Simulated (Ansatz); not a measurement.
AlGa7As8, 64 atoms, a = 11.32 Å, b = 11.32 Å, c = 11.32 Å, α = 90.00°, β = 90.00°, γ = 90.00°.

Space group F-43m; a generated structure, not necessarily the stable one.

The calculation used Ansatz 0.2.0, DFT PBEsol, scalar-relativistic, plane waves, PAW.

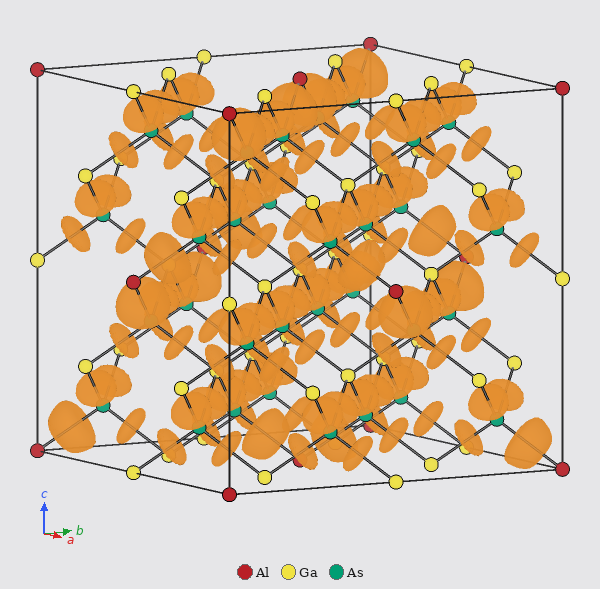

AlGa7As8. Isosurface of the electron localisation function at 0.7 (orange), seen at an oblique angle. Core shells and regions of very low density are left out. Sticks mark near contacts.

Core electrons are frozen (PAW), and the valence fields are smoothed inside the atomic spheres.

> Describe the localisation domains.

The surface consists of 16 regions between bonded Al–As atoms (shared pairs) and 112 regions between bonded As–Ga atoms (shared pairs), counted in one cell of 64 atoms. Any copies at cell faces, edges or corners count once.

Values along the shortest contacts:
Ga–As (2.45 Å): the ELF peaks at about 0.80 between the atoms: localised, covalent bonding. Al–As (2.45 Å): the ELF peaks at about 0.95 between the atoms: a covalent bond.
